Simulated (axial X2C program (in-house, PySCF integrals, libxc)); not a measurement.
**OsH: EOM-IP-CCSD levels**

Aim: EOM-IP-CCSD levels of OsH, with spin–orbit coupling in the Hamiltonian from the start.

The runs use an in-house X2C program for linear molecules on PySCF integrals; two-component X2C with atomic mean-field terms, Os dyall-acv3z, H dyall-av3z.

All values are calculated.

## (1) Input

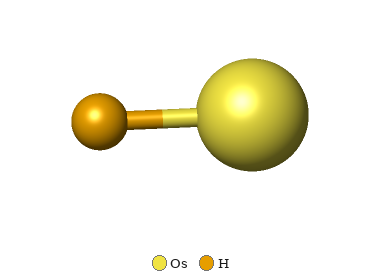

The two atoms at 1.610 Å (osmium yellow, hydrogen amber).

File task.json:

```json
{"zs": [76, 1], "q": 0, "bas": ["dyall-acv3z", "dyall-av3z"], "r0": 1.61, "eom": "ip", "rq": -1, "thr": -2.0, "nmax": 95, "grid": [1, 0.96, 1.045, 0.92, 1.09, 1.15]}
```

Keys: zs atomic numbers; q charge; bas basis sets; r0 starting distance in Å; eom kind of EOM run; thr threshold in hartree for freezing inner shells (an s shell follows its p shell); nmax most natural virtual spinors; grid distances as factors.

On the command line:

```bash
> python soeom.py task.json out
```

Further steps of the session: EOM-IP-CCSD at 1.645 Å.

Q: Predict the outcome of this session. Wanted: next root led by one particle; T1 of the reference; lowest state, Re and ωe.

**Answer**, as computed:

| quantity | value |
| --- | --- |
| lowest root at 1.645 Å | Ω = 3/2, 1.501 eV |
| next root led by one particle | Ω = 1/2, about 350 cm⁻¹ higher |
| T1 of the reference | 0.062 |
| lowest state, Re and ωe | 1.560 Å, 2363 cm⁻¹ |

What this shows: Removing an electron from the reference determinant of OsH⁻ costs 1.50 eV and empties a spinor of 88% Os dπ. The closed-shell reference lies 0.50 eV above the lowest determinant found, so these energies count from an excited configuration. Errors of 0.1 to 0.3 eV are usual at this size, and roots led by higher excitations are left out, so the list is incomplete, and low states of that kind can be missing. T1 or the largest double amplitude of the reference is raised, which lowers the reliability. The bond is 0.034 Å shorter than in the closed-shell reference at CCSD (1.594 Å).
